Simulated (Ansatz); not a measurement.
# H₅NOSSi₂: basis-set convergence

How large a basis does H₅NOSSi₂ need? Two functionals are run in growing sets.

The runs use Ansatz 0.2.0, Gaussian basis; one geometry, several basis sets.

The runs, in order: PBE0-D4/def2-SVP; ωB97M-V/def2-SVP; PBE0-D4/def2-QZVPP; ωB97M-V/def2-QZVPP; the functionals' def2-TZVPP values are taken from earlier runs.

### 1 The geometry

All runs share one geometry, relaxed beforehand with PBE0-D4 in a triple-zeta def2 set.

10 atoms, charge 0, spin multiplicity 1.

Atoms are counted from 1 here; the program's logs count them from 0.

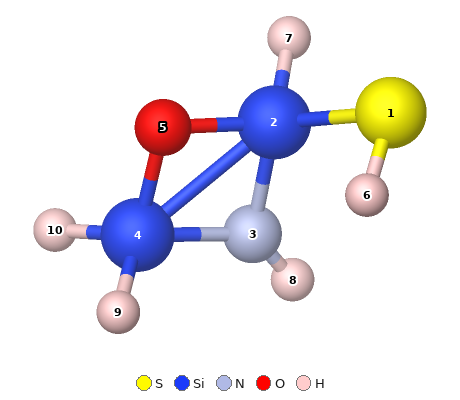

The structure; sulfur yellow, silicon blue, nitrogen light blue, oxygen red, hydrogen pink; atoms are numbered from 1 in the order of the file.

### 2 PBE0-D4 in def2-SVP

Contents of in.yaml:

```yaml
crystal:
  periodic: [false, false, false]
  atoms:
    - {symbol: S, position_ang: [-2.649798, 0.571281, -0.093789]}
    - {symbol: Si, position_ang: [-0.806615, -0.099867, 0.701095]}
    - {symbol: N, position_ang: [0.237073, -0.989960, -0.345847]}
    - {symbol: Si, position_ang: [1.456276, 0.220680, -0.153339]}
    - {symbol: O, position_ang: [0.399136, 1.046828, 0.843472]}
    - {symbol: H, position_ang: [-2.102763, 1.015529, -1.239007]}
    - {symbol: H, position_ang: [-1.185687, -0.713030, 1.992579]}
    - {symbol: H, position_ang: [0.135597, -1.832772, -0.878669]}
    - {symbol: H, position_ang: [1.822973, 0.980808, -1.374817]}
    - {symbol: H, position_ang: [2.693797, -0.199497, 0.548332]}
basis:
  gaussian: {orbitals: def2-SVP}
hamiltonian: {xc: pbe0, dispersion: d4}
output: {orbitals: {seedname: orbitals}}
```

Launch:

```sh
> ansatz run in.yaml --threads 4 --pin off --events-out ev --progress --plain --max-ram 10444MiB
```

Standard output:

```text
Functional definition: PBE0
  name "PBE0"
  cite "Adamo & Barone, J. Chem. Phys. 110, 6158 (1999) doi:10.1063/1.478522"
  cite "Perdew, Burke & Ernzerhof, Phys. Rev. Lett. 77, 3865 (1996) doi:10.1103/PhysRevLett.77.3865"
  parent pbe
  parameter a = 0.25
  parameter kappa = 0.804
  parameter beta = 0.06672455060314922
  exchange = (1 - a)*pbe_x(kappa = kappa, mu = beta*pi^2/3) + a*exact_x
  correlation = pbe_c(beta = beta)
1018 factors; integrals over basis functions are off by at most 9.8e-4 eV
mean field evaluation 1: about -30179.4860 eV, gradient 6.5e1 eV
mean field evaluation 2: about -30169.5237 eV, gradient 9.4e1 eV
mean field evaluation 4: about -30187.2466 eV, gradient 4.4e0 eV
mean field evaluation 8: about -30187.3449 eV, gradient 2.0e-1 eV
mean field evaluation 16: about -30187.3450 eV, gradient 1.6e-5 eV
mean field -30187.34500617 eV, -1109.3644672593 hartree, gradient 1.6e-5 eV, S^2 0.000000; 0 other end points of the search recorded, 0 dependent functions left out
reference -30187.34503361 eV, -1109.3644682678 hartree; 32, 32 occupied and 75, 75 virtual orbitals, 1018 factors
Total energy: -30187.59905590 eV, -1109.3738034148 hartree
```

Wall time 0.65 s (4 threads of Intel Xeon 6975P-C, shared host); peak memory 0.46 GiB.

### 3 ωB97M-V in def2-SVP

Edit in.yaml of step 2 so:

```diff
@@ -15,3 +15,3 @@
   gaussian: {orbitals: def2-SVP}
-hamiltonian: {xc: pbe0, dispersion: d4}
+hamiltonian: {xc: {name: wB97M-V}}
 output: {orbitals: {seedname: orbitals}}
```

The command is unchanged.

Standard output (excerpt; [...] marks lines left out):

```text
Functional definition: wB97M-V
  name "wB97M-V"
  cite "Mardirossian & Head-Gordon, J. Chem. Phys. 144, 214110 (2016) doi:10.1063/1.4952647"
  cite "Becke, J. Chem. Phys. 107, 8554 (1997) doi:10.1063/1.475007"
  cite "Vydrov & Van Voorhis, J. Chem. Phys. 133, 244103 (2010) doi:10.1063/1.3521275"
  # Of w^i u^j: cxij and so on, Table III.
[...]
  gx(w, u) = 1 - cx + cx01*u + cx10*w
  gss(w, u) = css00 + css04*u^4 + css10*w + css20*w^2 + css43*w^4*u^3
  gos(w, u) = cos00 + cos10*w + (cos20 + cos21*u)*w^2 + (cos60 + cos61*u)*w^6
[...]
      + integral(e_c_pw_mod_opposite_spin*gos(b97_w_opposite, b97_u_opposite)) + vv10(b, c)
1018 factors; integrals over basis functions are off by at most 9.8e-4 eV
345 factors; integrals over basis functions are off by at most 9.5e-6 eV
[...]
mean field -30198.89279874 eV, -1109.7888408090 hartree, gradient 6.5e-5 eV, S^2 0.000000; 0 other end points of the search recorded, 0 dependent functions left out
reference -30198.89284195 eV, -1109.7888423968 hartree; 32, 32 occupied and 75, 75 virtual orbitals, 1018 factors
Total energy: -30198.89284195 eV, -1109.7888423968 hartree
```

Run time: 2.2 s. Hardware: 4 threads of Intel Xeon 6975P-C, shared host; peak memory 0.46 GiB.

### 4 PBE0-D4 in def2-QZVPP

Edit in.yaml of step 3 so:

```diff
@@ -14,4 +14,4 @@
 basis:
-  gaussian: {orbitals: def2-SVP}
-hamiltonian: {xc: {name: wB97M-V}}
+  gaussian: {orbitals: "def2-QZVPP.json"}
+hamiltonian: {xc: pbe0, dispersion: d4}
 output: {orbitals: {seedname: orbitals}}
```

The command is unchanged.

Standard output:

```text
Functional definition: PBE0
  name "PBE0"
  cite "Adamo & Barone, J. Chem. Phys. 110, 6158 (1999) doi:10.1063/1.478522"
  cite "Perdew, Burke & Ernzerhof, Phys. Rev. Lett. 77, 3865 (1996) doi:10.1103/PhysRevLett.77.3865"
  parent pbe
  parameter a = 0.25
  parameter kappa = 0.804
  parameter beta = 0.06672455060314922
  exchange = (1 - a)*pbe_x(kappa = kappa, mu = beta*pi^2/3) + a*exact_x
  correlation = pbe_c(beta = beta)
1797 factors; their error is unknown
mean field evaluation 1: about -30192.0162 eV, gradient 7.8e1 eV
mean field evaluation 2: about -30172.8323 eV, gradient 1.2e2 eV
mean field evaluation 4: about -30202.5071 eV, gradient 7.2e0 eV
mean field evaluation 8: about -30202.6222 eV, gradient 2.1e-1 eV
mean field evaluation 16: about -30202.6222 eV, gradient 2.5e-5 eV
mean field -30202.62219677 eV, -1109.9258936586 hartree, gradient 2.5e-5 eV, S^2 0.000000; 0 other end points of the search recorded, 0 dependent functions left out
reference -30202.62223688 eV, -1109.9258951326 hartree; 32, 32 occupied and 442, 442 virtual orbitals, 1797 factors
Total energy: -30202.87625917 eV, -1109.9352302796 hartree
```

It took 5 s on 4 threads of Intel Xeon 6975P-C, shared host; peak memory 2 GiB.

### 5 ωB97M-V in def2-QZVPP

Edit in.yaml of step 4 so:

```diff
@@ -15,3 +15,3 @@
   gaussian: {orbitals: "def2-QZVPP.json"}
-hamiltonian: {xc: pbe0, dispersion: d4}
+hamiltonian: {xc: {name: wB97M-V}}
 output: {orbitals: {seedname: orbitals}}
```

Launched as before.

Standard output (excerpt; [...] marks lines left out):

```text
Functional definition: wB97M-V
  name "wB97M-V"
  cite "Mardirossian & Head-Gordon, J. Chem. Phys. 144, 214110 (2016) doi:10.1063/1.4952647"
  cite "Becke, J. Chem. Phys. 107, 8554 (1997) doi:10.1063/1.475007"
  cite "Vydrov & Van Voorhis, J. Chem. Phys. 133, 244103 (2010) doi:10.1063/1.3521275"
  # Of w^i u^j: cxij and so on, Table III.
[...]
  gx(w, u) = 1 - cx + cx01*u + cx10*w
  gss(w, u) = css00 + css04*u^4 + css10*w + css20*w^2 + css43*w^4*u^3
  gos(w, u) = cos00 + cos10*w + (cos20 + cos21*u)*w^2 + (cos60 + cos61*u)*w^6
[...]
      + integral(e_c_pw_mod_opposite_spin*gos(b97_w_opposite, b97_u_opposite)) + vv10(b, c)
1729 factors; their error is unknown
391 factors; integrals over basis functions are off by at most 1.2e-5 eV
[...]
mean field -30214.18283466 eV, -1110.3507392649 hartree, gradient 4.0e-5 eV, S^2 0.000000; 0 other end points of the search recorded, 0 dependent functions left out
reference -30214.18290043 eV, -1110.3507416822 hartree; 32, 32 occupied and 442, 442 virtual orbitals, 1729 factors
Total energy: -30214.18290043 eV, -1110.3507416822 hartree
```

Wall time 10 s (4 threads of Intel Xeon 6975P-C, shared host); peak memory 2.4 GiB.

### 6 Functionals by basis

The def2-TZVPP values come from earlier runs at the same geometry.

```tsv
functional	basis	functions	energy (eV)	from the largest (eV)	HOMO (eV)	LUMO (eV)
PBE0-D4	def2-SVP	107	-30187.5991	15.277	-7.55	0.06
PBE0-D4	def2-TZVPP	258	-30201.7690	1.107	-7.67	-0.36
PBE0-D4	def2-QZVPP	474	-30202.8763	0.000	-7.70	-0.50
ωB97M-V	def2-SVP	107	-30198.8928	15.290	-9.75	1.98
ωB97M-V	def2-TZVPP	258	-30213.1521	1.031	-9.90	1.35
ωB97M-V	def2-QZVPP	474	-30214.1829	0.000	-9.93	1.03
```

### 7 What came out

```
                                       quantity           value
PBE0-D4: double and triple zeta above quadruple  15.28, 1.11 eV
ωB97M-V: double and triple zeta above quadruple  15.29, 1.03 eV
```

PBE0-D4 gains 14.17 eV from double to triple zeta, then 1.11 eV more. Total energies overstate the basis error of differences, where much of it tends to cancel. The LUMO of ωB97M-V is positive and keeps falling with the basis (1.98 to 1.03 eV): an unbound level that the basis holds in place.

For PBE0-D4 the largest set took about 8 times as long as the smallest (5 s against 0.65 s).
